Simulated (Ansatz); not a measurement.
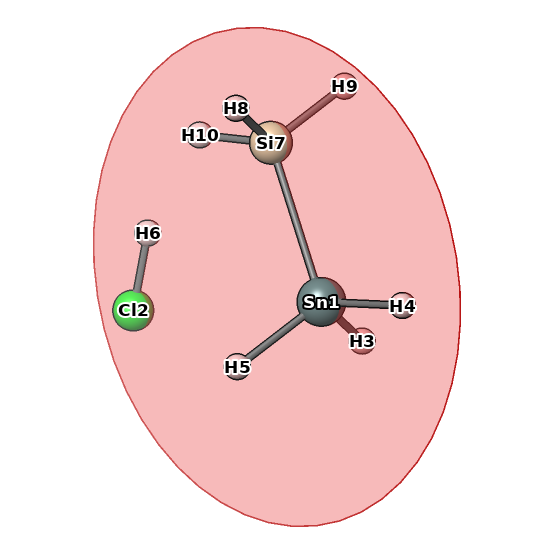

A disc through the centre of mass is drawn in. Atoms fade into the background with distance from the viewer. The computed structure is the end point of a PBE0-D4/def2-TZVP optimisation.

Is the plane of the disc a mirror plane of the structure?

Answer. Yes. The reflection leaves Sn1, Cl2, H4, H6, Si7, H10 in place and moves H3 ↔ H5; H8 ↔ H9. The point group is Cs.
